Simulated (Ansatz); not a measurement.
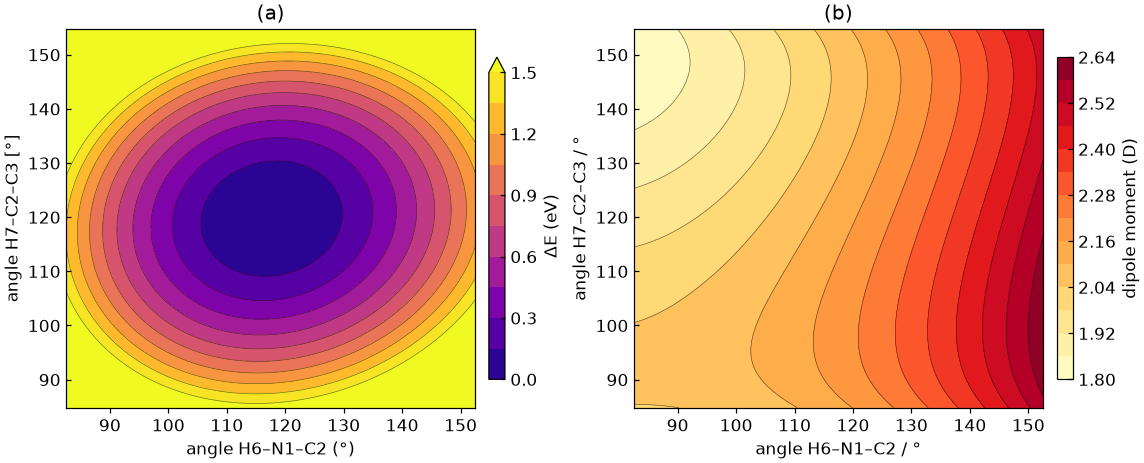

C2H6InN, SMILES NC=[CH][InH2]. First axis: angle H6–N1–C2. Second axis: angle H7–C2–C3. Nothing is relaxed (all other coordinates rigid). The scan uses a 15 × 15 grid. Energies: eV, counted from the relaxed molecule at the same level. Theory: RHF/def2-TZVP (Ansatz).

Panel (a) is the energy and panel (b) the computed dipole moment on the same grid.

In the figure: filled contours, one colour for all values above the top of the scale. Between grid points the surface is interpolated.

> How does the dipole moment vary over the map, and what is it at the lowest grid point?

Leaving out the highest fifth of the energies, it runs from 1.86 D at angle H6–N1–C2 = 87.5°, angle H7–C2–C3 = 139.8° to 2.62 D at angle H6–N1–C2 = 152.5°, angle H7–C2–C3 = 99.8°. At the lowest grid point, angle H6–N1–C2 = 117.5°, angle H7–C2–C3 = 119.8°, it is 2.13 D.
